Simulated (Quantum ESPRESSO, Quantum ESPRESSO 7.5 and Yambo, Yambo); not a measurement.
## Quasiparticle gap of LiH (Fm-3m) in Yambo

Aim: the G0W0 gap of LiH (Fm-3m) on PBE, step by step.

Method: PBE and many-body steps on it, plane waves, in Quantum ESPRESSO 7.5 and Yambo 5.3.0.

The database entry behind the starting cell differs from later determinations by our own check (the deuteride, about 0.2 % short), so it need not match the best structure at ambient conditions.

**1. The starting structure**

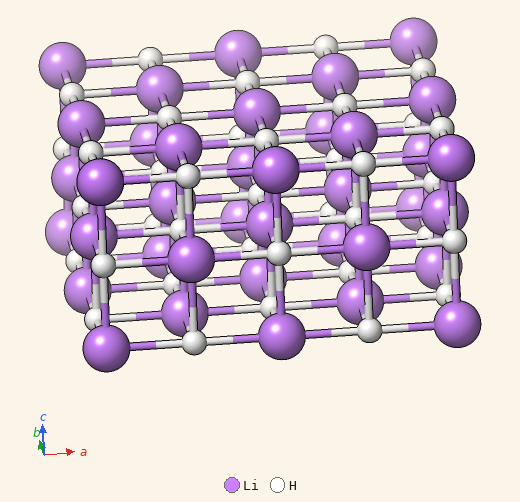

The cell as given, slightly off an axis (lithium purple, hydrogen white). 2×2×1 cells are drawn. This picture shows the conventional cell, with its axes. Some periodic images of atoms are drawn too.

Structure file:

```cif
data_structure
_symmetry_space_group_name_H-M 'P 1'
_symmetry_Int_Tables_number 1
_cell_length_a 2.8804
_cell_length_b 2.8804
_cell_length_c 2.8804
_cell_angle_alpha 60.000
_cell_angle_beta 60.000
_cell_angle_gamma 60.000
_cell_volume 16.90
loop_
_atom_site_label
_atom_site_type_symbol
_atom_site_fract_x
_atom_site_fract_y
_atom_site_fract_z
_atom_site_occupancy
Li1 Li 0.00000 0.00000 0.00000 1
H2 H 0.50000 0.50000 0.50000 1
```

The cell and positions come from the Crystallography Open Database and are kept as given unless a step says otherwise.

**2. Ground state**

This step: Quantum ESPRESSO 7.5; DFT, PBE, plane waves, norm-conserving pseudopotentials.

The ground-state density comes first.

File pw.in:

```
&control
  calculation = 'scf'
  prefix = 'x'
  outdir = 'o'
  pseudo_dir = 'pseudo'
/
&system
  ibrav = 0
  nat = 2
  ntyp = 2
  ecutwfc = 66.0
  nbnd = 7
  force_symmorphic = .true.
/
&electrons
  conv_thr = 1e-10
  electron_maxstep = 80
  mixing_beta = 0.5
/
ATOMIC_SPECIES
  Li 6.94 Li.upf
  H 1.008 H.upf
CELL_PARAMETERS angstrom
  0.0000000000 2.0367500000 2.0367500000
  2.0367500000 -0.0000000000 2.0367500000
  2.0367500000 2.0367500000 -0.0000000000
ATOMIC_POSITIONS crystal
  Li 0.0000000000 0.0000000000 0.0000000000
  H 0.5000000000 0.5000000000 0.5000000000
K_POINTS automatic
  8 8 8 0 0 0
```

Launch:

```console
$ OMP_NUM_THREADS=1 mpirun -n 4 pw.x -nk 4 -in pw.in > pw.out
```

The program printed:

```text
Program PWSCF v.7.5 starts

     This program is part of the open-source Quantum ESPRESSO suite
     for quantum simulation of materials; please cite
         "P. Giannozzi et al., J. Phys.:Condens. Matter 21 395502 (2009);
         "P. Giannozzi et al., J. Phys.:Condens. Matter 29 465901 (2017);
         "P. Giannozzi et al., J. Chem. Phys. 152 154105 (2020);
     in publications or presentations arising from this work. More details at
     Message from routine setup:
     using ibrav=0 with symmetry is DISCOURAGED, use correct ibrav instead

     G-vector sticks info

     bravais-lattice index     =            0
     lattice parameter (alat)  =       5.4432  a.u.
     unit-cell volume          =     114.0354 (a.u.)^3
     number of atoms/cell      =            2
     number of atomic types    =            2
     number of electrons       =         4.00
     number of Kohn-Sham states=            7
     kinetic-energy cutoff     =      66.0000  Ry
     charge density cutoff     =     264.0000  Ry
     scf convergence threshold =      1.0E-10
     mixing beta               =       0.5000
     number of iterations used =            8  plain     mixing
     Exchange-correlation= PBE
                           (   1   4   3   4   0   0   0)

     celldm(1)=   5.443166  celldm(2)=   0.000000  celldm(3)=   0.000000
     celldm(4)=   0.000000  celldm(5)=   0.000000  celldm(6)=   0.000000

     crystal axes: (cart. coord. in units of alat)
               a(1) = (   0.000000   0.707107   0.707107 )
               a(2) = (   0.707107  -0.000000   0.707107 )
               a(3) = (   0.707107   0.707107  -0.000000 )

     reciprocal axes: (cart. coord. in units 2 pi/alat)
               b(1) = ( -0.707107  0.707107  0.707107 )
               b(2) = (  0.707107 -0.707107  0.707107 )
               b(3) = (  0.707107  0.707107 -0.707107 )
     Pseudo is Norm-conserving, Zval =  3.0
     Generated using ONCVPSP code by D. R. Hamann
     Using radial grid of 1944 points,  4 beta functions with:
     Pseudo is Norm-conserving, Zval =  1.0
     Generated using ONCVPSP code by D. R. Hamann
     Using radial grid of 1166 points,  3 beta functions with:
     Li                3.00     6.94000     Li( 1.00)
     H                 1.00     1.00800     H ( 1.00)

     48 Sym. Ops., with inversion, found

   Cartesian axes

     site n.     atom                  positions (alat units)
         1        Li     tau(   1) = (   0.0000000   0.0000000   0.0000000  )
         2        H      tau(   2) = (   0.7071068   0.7071068   0.7071068  )

     number of k points=    29
                       cart. coord. in units 2pi/alat
        k(    1) = (   0.0000000   0.0000000   0.0000000), wk =   0.0039062
        k(    2) = (   0.0883883   0.0883883  -0.0883883), wk =   0.0312500
        k(    3) = (   0.1767767   0.1767767  -0.1767767), wk =   0.0312500
        k(    4) = (   0.2651650   0.2651650  -0.2651650), wk =   0.0312500
        k(    5) = (  -0.3535534  -0.3535534   0.3535534), wk =   0.0156250
        k(    6) = (   0.1767767   0.0000000   0.0000000), wk =   0.0234375
        k(    7) = (   0.2651650   0.0883883  -0.0883883), wk =   0.0937500
        k(    8) = (   0.3535534   0.1767767  -0.1767767), wk =   0.0937500
        k(    9) = (  -0.2651650  -0.4419417   0.4419417), wk =   0.0937500
        k(   10) = (  -0.1767767  -0.3535534   0.3535534), wk =   0.0937500
     [... 17 further rows ...]
        k(   28) = (  -0.7071068   0.1767767  -0.0000000), wk =   0.0468750
        k(   29) = (  -0.7071068   0.3535534   0.0000000), wk =   0.0234375

     Dense  grid:     8363 G-vectors     FFT dimensions: (  30,  30,  30)

     Initial potential from superposition of free atoms

     starting charge       3.9954, renormalised to       4.0000
     Starting wfcs are    3 randomized atomic wfcs +    4 random wfcs

     per-process dynamical memory:     9.9 Mb

     Self-consistent Calculation

     iteration #  1     ecut=    66.00 Ry     beta= 0.50

     total energy              =     -15.63438007 Ry
     estimated scf accuracy    <       0.05125543 Ry

     iteration #  2     ecut=    66.00 Ry     beta= 0.50

     total energy              =     -15.63485648 Ry
     estimated scf accuracy    <       0.00516580 Ry

     iteration #  3     ecut=    66.00 Ry     beta= 0.50

     total energy              =     -15.63543645 Ry
     estimated scf accuracy    <       0.00003092 Ry

     iteration #  4     ecut=    66.00 Ry     beta= 0.50

     total energy              =     -15.63544290 Ry
     estimated scf accuracy    <       0.00000077 Ry

     iteration #  5     ecut=    66.00 Ry     beta= 0.50

     total energy              =     -15.63544300 Ry
     estimated scf accuracy    <       0.00000002 Ry

     iteration #  6     ecut=    66.00 Ry     beta= 0.50

     total energy              =     -15.63544300 Ry
     estimated scf accuracy    <          2.8E-10 Ry

     iteration #  7     ecut=    66.00 Ry     beta= 0.50

     End of self-consistent calculation

          k = 0.0000 0.0000 0.0000 (  1037 PWs)   bands (ev):

   -43.9079  -4.8608  15.8686  17.7975  17.7975  17.7975  22.4530

          k = 0.0884 0.0884-0.0884 (  1007 PWs)   bands (ev):

   -43.9019  -4.5896  13.8252  16.4524  17.2740  17.2740  21.9729

          k = 0.1768 0.1768-0.1768 (  1022 PWs)   bands (ev):

   -43.8885  -3.8129   9.8558  14.9914  16.6071  16.6071  21.9849

          k = 0.2652 0.2652-0.2652 (  1035 PWs)   bands (ev):

     [... further k-points ...]

     highest occupied, lowest unoccupied level (ev):     0.3929    3.4149

!    total energy              =     -15.63544300 Ry
     estimated scf accuracy    <          5.4E-11 Ry

     The total energy is the sum of the following terms:
     one-electron contribution =      -8.01310483 Ry
     hartree contribution      =       3.28880160 Ry
     xc contribution           =      -4.10568596 Ry
     ewald contribution        =      -6.80545381 Ry

     convergence has been achieved in   7 iterations

     XML data file, charge density, pseudopotentials, collected wavefunctions

=------------------------------------------------------------------------------=
   JOB DONE.
=------------------------------------------------------------------------------=
```

It took 1.2 s on 4 MPI ranks of Arm Neoverse V2, shared host; peak memory 0.05 GiB; 4.7 s of CPU time.

This step gave:

```
total energy               : -212.7310 eV
gap                        : 3.022 eV
k of the valence top       : 0, -0.5, -0.5
k of the conduction bottom : 0, -0.5, -0.5
least direct gap           : 3.022 eV
```

The gap is direct, at (0.000, -0.500, -0.500).

**3. Bands along the symmetry lines**

The cheap functional maps the bands first; the places of the edges decide which points the dearer methods must see.

File pw.in:

```
&control
  calculation = 'bands'
  prefix = 'x'
  outdir = 'o'
  pseudo_dir = 'pseudo'
/
&system
  ibrav = 0
  nat = 2
  ntyp = 2
  ecutwfc = 66.0
  nbnd = 8
  force_symmorphic = .true.
/
&electrons
  conv_thr = 1e-9
  electron_maxstep = 80
  diago_full_acc = .true.
  diago_thr_init = 5e-6
/
ATOMIC_SPECIES
  Li 6.94 Li.upf
  H 1.008 H.upf
CELL_PARAMETERS angstrom
  0.0000000000 2.0367500000 2.0367500000
  2.0367500000 -0.0000000000 2.0367500000
  2.0367500000 2.0367500000 -0.0000000000
ATOMIC_POSITIONS crystal
  Li 0.0000000000 0.0000000000 0.0000000000
  H 0.5000000000 0.5000000000 0.5000000000
K_POINTS crystal
  50
  0.00000000 0.00000000 0.00000000 1
  0.06250000 0.00000000 0.06250000 1
  0.12500000 0.00000000 0.12500000 1
  0.18750000 0.00000000 0.18750000 1
  0.25000000 0.00000000 0.25000000 1
  0.31250000 0.00000000 0.31250000 1
  0.37500000 0.00000000 0.37500000 1
  0.43750000 0.00000000 0.43750000 1
  0.50000000 0.00000000 0.50000000 1
  0.51562500 0.03125000 0.51562500 1
  0.53125000 0.06250000 0.53125000 1
  0.54687500 0.09375000 0.54687500 1
  0.56250000 0.12500000 0.56250000 1
  0.57812500 0.15625000 0.57812500 1
  0.59375000 0.18750000 0.59375000 1
  0.60937500 0.21875000 0.60937500 1
  0.62500000 0.25000000 0.62500000 1
  0.37500000 0.37500000 0.75000000 1
  0.32812500 0.32812500 0.65625000 1
  0.28125000 0.28125000 0.56250000 1
  0.23437500 0.23437500 0.46875000 1
  0.18750000 0.18750000 0.37500000 1
  0.14062500 0.14062500 0.28125000 1
  0.09375000 0.09375000 0.18750000 1
  0.04687500 0.04687500 0.09375000 1
  0.00000000 0.00000000 0.00000000 1
  0.06250000 0.06250000 0.06250000 1
  0.12500000 0.12500000 0.12500000 1
  0.18750000 0.18750000 0.18750000 1
  0.25000000 0.25000000 0.25000000 1
  0.31250000 0.31250000 0.31250000 1
  0.37500000 0.37500000 0.37500000 1
  0.43750000 0.43750000 0.43750000 1
  0.50000000 0.50000000 0.50000000 1
  0.50000000 0.46875000 0.53125000 1
  0.50000000 0.43750000 0.56250000 1
  0.50000000 0.40625000 0.59375000 1
  0.50000000 0.37500000 0.62500000 1
  0.50000000 0.34375000 0.65625000 1
  0.50000000 0.31250000 0.68750000 1
  0.50000000 0.28125000 0.71875000 1
  0.50000000 0.25000000 0.75000000 1
  0.50000000 0.21875000 0.71875000 1
  0.50000000 0.18750000 0.68750000 1
  0.50000000 0.15625000 0.65625000 1
  0.50000000 0.12500000 0.62500000 1
  0.50000000 0.09375000 0.59375000 1
  0.50000000 0.06250000 0.56250000 1
  0.50000000 0.03125000 0.53125000 1
  0.50000000 0.00000000 0.50000000 1
```

The program printed:

```text
[banner, memory and clock lines left out]
Program PWSCF v.7.5 starts

     Atomic positions and unit cell read from directory:
     o/x.save/

     Message from routine setup:
     using ibrav=0 with symmetry is DISCOURAGED, use correct ibrav instead

     G-vector sticks info

     bravais-lattice index     =            0
     lattice parameter (alat)  =       5.4432  a.u.
     unit-cell volume          =     114.0354 (a.u.)^3
     number of atoms/cell      =            2
     number of atomic types    =            2
     number of electrons       =         4.00
     number of Kohn-Sham states=            8
     kinetic-energy cutoff     =      66.0000  Ry
     charge density cutoff     =     264.0000  Ry
     Exchange-correlation= PBE
                           (   1   4   3   4   0   0   0)

     celldm(1)=   5.443166  celldm(2)=   0.000000  celldm(3)=   0.000000
     celldm(4)=   0.000000  celldm(5)=   0.000000  celldm(6)=   0.000000

     crystal axes: (cart. coord. in units of alat)
               a(1) = (   0.000000   0.707107   0.707107 )
               a(2) = (   0.707107  -0.000000   0.707107 )
               a(3) = (   0.707107   0.707107  -0.000000 )

     reciprocal axes: (cart. coord. in units 2 pi/alat)
               b(1) = ( -0.707107  0.707107  0.707107 )
               b(2) = (  0.707107 -0.707107  0.707107 )
               b(3) = (  0.707107  0.707107 -0.707107 )
     Pseudo is Norm-conserving, Zval =  3.0
     Generated using ONCVPSP code by D. R. Hamann
     Using radial grid of 1944 points,  4 beta functions with:
     Pseudo is Norm-conserving, Zval =  1.0
     Generated using ONCVPSP code by D. R. Hamann
     Using radial grid of 1166 points,  3 beta functions with:
     Li                3.00     6.94000     Li( 1.00)
     H                 1.00     1.00800     H ( 1.00)

     48 Sym. Ops., with inversion, found

   Cartesian axes

     site n.     atom                  positions (alat units)
         1        Li     tau(   1) = (   0.0000000   0.0000000   0.0000000  )
         2        H      tau(   2) = (   0.7071068   0.7071068   0.7071068  )

     number of k points=    50
                       cart. coord. in units 2pi/alat
        k(    1) = (   0.0000000   0.0000000   0.0000000), wk =   0.0400000
        k(    2) = (   0.0000000   0.0883883   0.0000000), wk =   0.0400000
        k(    3) = (   0.0000000   0.1767767   0.0000000), wk =   0.0400000
[...]
[... 38 further rows ...]
        k(   49) = (   0.0441942   0.7071068   0.0000000), wk =   0.0400000
        k(   50) = (   0.0000000   0.7071068   0.0000000), wk =   0.0400000

     Dense  grid:     8363 G-vectors     FFT dimensions: (  30,  30,  30)

     The potential is recalculated from file :
     o/x.save/charge-density

     Starting wfcs are    3 randomized atomic wfcs +    5 random wfcs

     Band Structure Calculation

     End of band structure calculation

          k = 0.0000 0.0000 0.0000 (  1037 PWs)   bands (ev):

   -43.9080  -4.8608  15.8686  17.7975  17.7975  17.7975  22.4530  22.4530

          k = 0.0000 0.0884 0.0000 (  1010 PWs)   bands (ev):

   -43.9057  -4.7692  15.3165  17.0481  17.0481  18.2228  20.9417  23.4417

          k = 0.0000 0.1768 0.0000 (  1010 PWs)   bands (ev):

   -43.9002  -4.4931  14.1593  15.6599  15.6599  18.5996  19.1561  24.3970

          k = 0.0000 0.2652-0.0000 (  1010 PWs)   bands (ev):

[...]
k =-0.0000 0.4419 0.0000 (  1030 PWs)   bands (ev):

[...]
k = 0.0000 0.5303-0.0000 (  1030 PWs)   bands (ev):

[...]
k =-0.0000 0.6187 0.0000 (  1030 PWs)   bands (ev):

[...]
k = 0.5303 0.5303-0.0000 (  1021 PWs)   bands (ev):

[...]
k = 0.1326 0.7071-0.0000 (  1030 PWs)   bands (ev):

[...]
k = 0.0884 0.7071-0.0000 (  1030 PWs)   bands (ev):

[...]
k = 0.0442 0.7071 0.0000 (  1030 PWs)   bands (ev):

   -43.8577   0.3848   3.4497  10.6502  11.0110  14.4953  17.0293  33.4802

          k = 0.0000 0.7071 0.0000 (  1034 PWs)   bands (ev):

   -43.8577   0.3929   3.4149  10.9804  10.9804  14.0954  17.0154  34.1275

     XML data file, pseudopotentials, collected wavefunctions
```

Wall time 1.1 s (4 MPI ranks); peak memory 0.05 GiB; 4.1 s of CPU time.

This step gave:

| Property | Result |
| --- | --- |
| gap | 3.022 eV |
| k of the valence top | 0.5, 0, 0.5 |
| k of the conduction bottom | 0.5, 0, 0.5 |
| least direct gap | 3.022 eV |

The gap is 3.022 eV, as in the run before at this level.

The electronic bands at the labelled points (eV, zero at the top of the highest filled band; v1 is the highest filled band, c1 the lowest empty one):

| point | v2 | v1 | c1 | c2 | c3 | c4 |
| --- | --- | --- | --- | --- | --- | --- |
| Γ | -44.30 | -5.25 | 15.48 | 17.40 | 17.40 | 17.40 |
| X | -44.25 | 0.00 | 3.02 | 10.59 | 10.59 | 13.70 |
| U | -44.25 | -0.47 | 4.13 | 7.41 | 11.68 | 15.68 |
| jump to K | -44.25 | -0.47 | 4.13 | 7.41 | 11.68 | 15.68 |
| Γ | -44.30 | -5.25 | 15.48 | 17.40 | 17.40 | 17.40 |
| L | -44.26 | -2.49 | 4.80 | 13.25 | 16.07 | 16.07 |
| W | -44.25 | -0.20 | 5.24 | 5.24 | 11.40 | 17.12 |
| X | -44.25 | 0.00 | 3.02 | 10.59 | 10.59 | 13.70 |

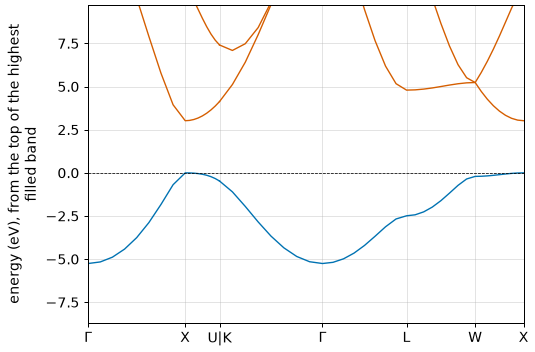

Electronic bands along the path; lines of filled and empty bands in two colours.

**4. Empty states on the mesh, 8×8×8 mesh, 72 bands**

The sums over transitions need many empty states on a uniform mesh; this step solves for them.

File pw.in:

```
&control
  calculation = 'nscf'
  prefix = 'x'
  outdir = 'o'
  pseudo_dir = 'pseudo'
/
&system
  ibrav = 0
  nat = 2
  ntyp = 2
  ecutwfc = 66.0
  nbnd = 72
  force_symmorphic = .true.
/
&electrons
  conv_thr = 1e-9
  electron_maxstep = 80
  diago_full_acc = .true.
  diago_thr_init = 5e-6
/
ATOMIC_SPECIES
  Li 6.94 Li.upf
  H 1.008 H.upf
CELL_PARAMETERS angstrom
  0.0000000000 2.0367500000 2.0367500000
  2.0367500000 -0.0000000000 2.0367500000
  2.0367500000 2.0367500000 -0.0000000000
ATOMIC_POSITIONS crystal
  Li 0.0000000000 0.0000000000 0.0000000000
  H 0.5000000000 0.5000000000 0.5000000000
K_POINTS automatic
  8 8 8 0 0 0
```

The program printed:

```text
[banner, memory and clock lines left out]
Program PWSCF v.7.5 starts

     Atomic positions and unit cell read from directory:
     o/x.save/

     Message from routine setup:
     using ibrav=0 with symmetry is DISCOURAGED, use correct ibrav instead

     G-vector sticks info

     bravais-lattice index     =            0
     lattice parameter (alat)  =       5.4432  a.u.
     unit-cell volume          =     114.0354 (a.u.)^3
     number of atoms/cell      =            2
     number of atomic types    =            2
     number of electrons       =         4.00
     number of Kohn-Sham states=           72
     kinetic-energy cutoff     =      66.0000  Ry
     charge density cutoff     =     264.0000  Ry
     Exchange-correlation= PBE
                           (   1   4   3   4   0   0   0)

     celldm(1)=   5.443166  celldm(2)=   0.000000  celldm(3)=   0.000000
     celldm(4)=   0.000000  celldm(5)=   0.000000  celldm(6)=   0.000000

     crystal axes: (cart. coord. in units of alat)
               a(1) = (   0.000000   0.707107   0.707107 )
               a(2) = (   0.707107  -0.000000   0.707107 )
               a(3) = (   0.707107   0.707107  -0.000000 )

     reciprocal axes: (cart. coord. in units 2 pi/alat)
               b(1) = ( -0.707107  0.707107  0.707107 )
               b(2) = (  0.707107 -0.707107  0.707107 )
               b(3) = (  0.707107  0.707107 -0.707107 )
     Pseudo is Norm-conserving, Zval =  3.0
     Generated using ONCVPSP code by D. R. Hamann
     Using radial grid of 1944 points,  4 beta functions with:
     Pseudo is Norm-conserving, Zval =  1.0
     Generated using ONCVPSP code by D. R. Hamann
     Using radial grid of 1166 points,  3 beta functions with:
     Li                3.00     6.94000     Li( 1.00)
     H                 1.00     1.00800     H ( 1.00)

     48 Sym. Ops., with inversion, found

   Cartesian axes

     site n.     atom                  positions (alat units)
         1        Li     tau(   1) = (   0.0000000   0.0000000   0.0000000  )
         2        H      tau(   2) = (   0.7071068   0.7071068   0.7071068  )

     number of k points=    29
                       cart. coord. in units 2pi/alat
        k(    1) = (   0.0000000   0.0000000   0.0000000), wk =   0.0039062
        k(    2) = (   0.0883883   0.0883883  -0.0883883), wk =   0.0312500
        k(    3) = (   0.1767767   0.1767767  -0.1767767), wk =   0.0312500
[...]
[... 17 further rows ...]
        k(   28) = (  -0.7071068   0.1767767   0.0000000), wk =   0.0468750
        k(   29) = (  -0.7071068   0.3535534   0.0000000), wk =   0.0234375

     Dense  grid:     8363 G-vectors     FFT dimensions: (  30,  30,  30)

     The potential is recalculated from file :
     o/x.save/charge-density

     Starting wfcs are    3 randomized atomic wfcs +   69 random wfcs

     Band Structure Calculation

     End of band structure calculation

          k = 0.0000 0.0000 0.0000 (  1037 PWs)   bands (ev):

   -43.9080  -4.8608  15.8686  17.7975  17.7975  17.7975  22.4530  22.4530
    22.4530  23.9068  28.3082  28.3082  28.3082  30.5265  30.5265  44.5021
    60.8722  60.8722  60.8722  65.4872  65.4872  65.4872  66.7260  66.7260
[...]
k = 0.0884 0.0884-0.0884 (  1007 PWs)   bands (ev):

[...]
k = 0.1768 0.1768-0.1768 (  1022 PWs)   bands (ev):

[...]
116.1845 118.3239 118.3239 120.1889 120.1889 126.7268 129.5866 134.9279
   134.9279 138.6978 143.2555 143.2555 144.1740 147.1120 147.1120 149.5177

          k = 0.2652 0.2652-0.2652 (  1035 PWs)   bands (ev):

     [... further k-points ...]

     highest occupied, lowest unoccupied level (ev):     0.3929    3.4149

     XML data file, pseudopotentials, collected wavefunctions
```

Run time: 3.6 s. Hardware: 4 MPI ranks; peak memory 0.19 GiB.

Numbers from this step:

```yaml
gap: 3.022 eV
k_of_the_valence_top: 0, -0.5, -0.5
k_of_the_conduction_bottom: 0, -0.5, -0.5
least_direct_gap: 3.022 eV
k_points_computed: 29
lowest_point_of_the_top_converged_band_above_the_valence_top: 137.7223 eV
```

On this mesh the gap is 3.022 eV.

(Part 1 of 2 ends here.)

[Paths, hosts, dates, memory and timing lines, banners, echoed tables and standing remarks are left out of the program output.]

[Logs are printed without paths, hosts, clocks, repeated set-up lines and the standing remarks that a program may print on its own settings, such as how far it seeks lower states.]

[Runs of the session that timed out or met a known fault of the program may be left out.]

[Hosts, paths, dates, database ids (printed as entryN), source tags and the programs' standing remarks are cut or masked in the printed files.]
